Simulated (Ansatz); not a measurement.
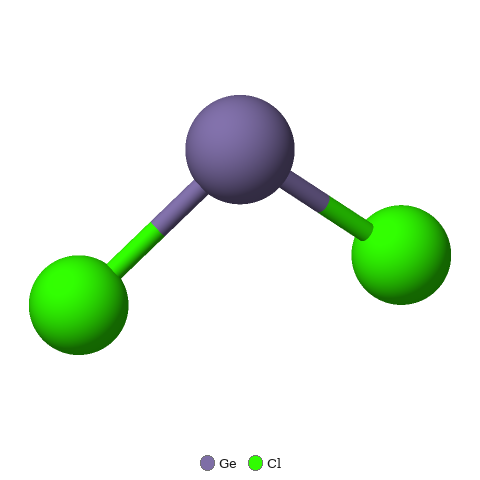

A ball-and-stick model of a molecule. Every bond is drawn as one stick, whatever its order.

Computed geometry: PBE0-D4/def2-TZVP optimisation.

> Give the formula.

GeCl2, 3 atoms: 1 germanium and 2 chlorine.

> Count the bonded pairs by element.

2 Cl–Ge. Sticks follow a distance rule.

> Which point group does it belong to?

C2v.

The parts below concern this one geometry. Atoms keep their numbers from picture to picture.

**Vibrations**

Harmonic vibrations computed with RKS PBE0-D4/def2-TZVP (Ansatz 0.2.0) at a stationary point of the same level.

> How many vibrational modes are there, and where do they lie?

3 modes: 158, 388, 409 cm⁻¹.

**Charges**

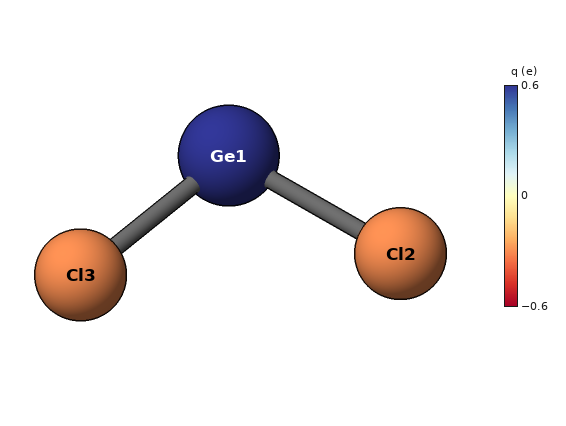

Atoms are coloured by their Mulliken charges. Properties computed with RKS PBE0-D4/def2-TZVP (Ansatz 0.2.0).

List the Mulliken charges.

```json
{"atom": "Ge1", "value (e)": "0.60"}
{"atom": "Cl2", "value (e)": "−0.30"}
{"atom": "Cl3", "value (e)": "−0.30"}
```

**Electronic properties**

Properties computed with RKS PBE0-D4/def2-TZVPP (Ansatz 0.2.0).

Computed properties:

- HOMO energy (Kohn–Sham orbital): −8.11 eV
- LUMO energy (Kohn–Sham orbital): −3.07 eV
- HOMO–LUMO gap: 5.03 eV

**Dipole moment**

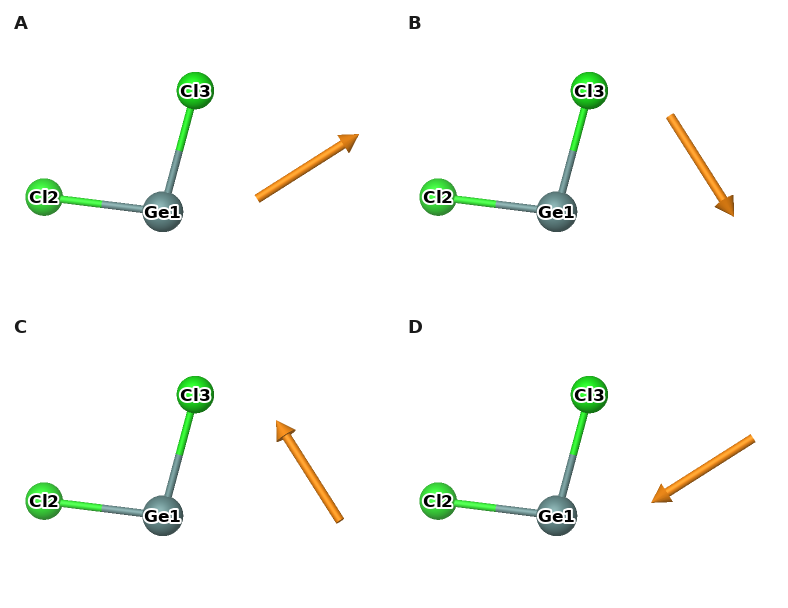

The same molecule four times, each with an arrow. Properties computed with RKS PBE0-D4/def2-TZVP (Ansatz 0.2.0).

> Which arrow points along the dipole moment, from the negative to the positive end?

B. The dipole moment is 1.99 D; it points from the side of Cl2, Cl3 to the side of Ge1 (the outermost atoms at the two ends).

Mulliken values depend strongly on the basis set and can even reverse the polarity of a bond.
